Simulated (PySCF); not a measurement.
SMILES C[O][Al]([OH])[GeH3] (CH7AlGeO2) at its CAM-B3LYP/def2-SVP optimised geometry (Å):

```
12

Al    -0.0699    -0.5732     0.0000
Ge     2.3683    -0.5732     0.0000
H      2.9412     0.3344     1.1037
H      2.9551    -1.9783     0.2150
H      2.9327    -0.0482    -1.3335
O     -0.8830    -2.0604    -0.0110
H     -1.8211    -2.2595    -0.0189
O     -0.8733     0.9083     0.0000
C     -2.0842     1.5863    -0.0123
H     -2.1938     2.2100     0.8920
H     -2.1470     2.2595    -0.8848
H     -2.9551     0.9057    -0.0541
```

Computed with CAM-B3LYP/def2-TZVP (PySCF).

Map of the Laplacian of the electron density (e/bohr⁵) on the plane z = 1.2 Å:

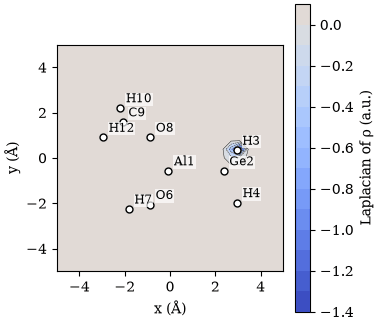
Figure. Laplacian of the electron density (e/bohr⁵) on the plane z = 1.2 Å.
